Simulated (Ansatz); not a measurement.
Input file:

```
crystal:
  periodic: [false, false, false]
  atoms:
    - { symbol: B, position_ang: [0.070546, -0.139814, 0.178596] }
    - { symbol: O, position_ang: [-0.08004, -0.67059, 1.451493] }
    - { symbol: H, position_ang: [-1.004734, -0.549171, 1.747959] }
    - { symbol: Cl, position_ang: [1.634177, -0.403226, -0.616833] }
    - { symbol: H, position_ang: [-0.839879, 0.339413, -0.449003] }
    - { symbol: P, position_ang: [0.601672, 2.785144, 1.146832] }
    - { symbol: H, position_ang: [1.931124, 2.259808, 1.184589] }
    - { symbol: H, position_ang: [0.437439, 2.525031, -0.246903] }
    - { symbol: H, position_ang: [0.036197, 1.542105, 1.551571] }
basis:
  gaussian: { orbitals: "6-31G*" }
hamiltonian:
  xc: revpbe
  dispersion: d4
relax:
  f_tol: 0.03
  max_steps: 50
output:
  orbitals: {}
```

Run with:

```sh
ansatz run input.yaml --threads 1 --pin off --max-ram 2048MiB --backend cpu --events-out ev --progress --plain --runs-dir out
```

The fields are those of the run's last geometry, not of the input's.

The calculation used Ansatz, RKS revPBE-D4/6-31G*.

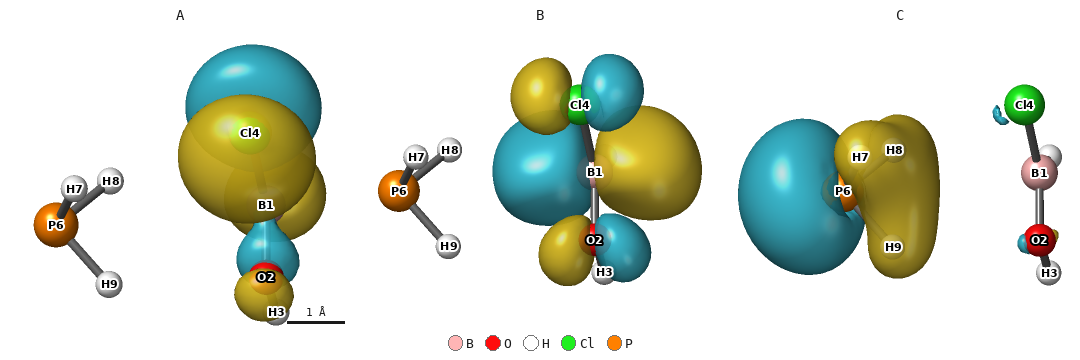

BClH2O···PH3. Three frontier orbitals at ±0.1 Å⁻³ᐟ² (yellow and cyan are the two phases), in no order.

Which picture is the HOMO−1, the HOMO and the LUMO?

Answer. A is the HOMO−1 (−7.34 eV). Its weight (Hirshfeld) is mainly on Cl4 (about 75 %), B1 (about 10 %) and H5 (about 10 %); largely a lone pair of Cl4. C is the HOMO (−6.61 eV). Its weight (Hirshfeld) is mainly on P6 (about 80 %); largely a lone pair of P6. B is the LUMO (−1.15 eV). By Hirshfeld shares it lies mainly on B1 (about 55 %), O2 (about 15 %), Cl4 (about 15 %) and H5 (about 5 %).

What is the HOMO–LUMO gap?

Answer. 5.46 eV between the orbital energies.
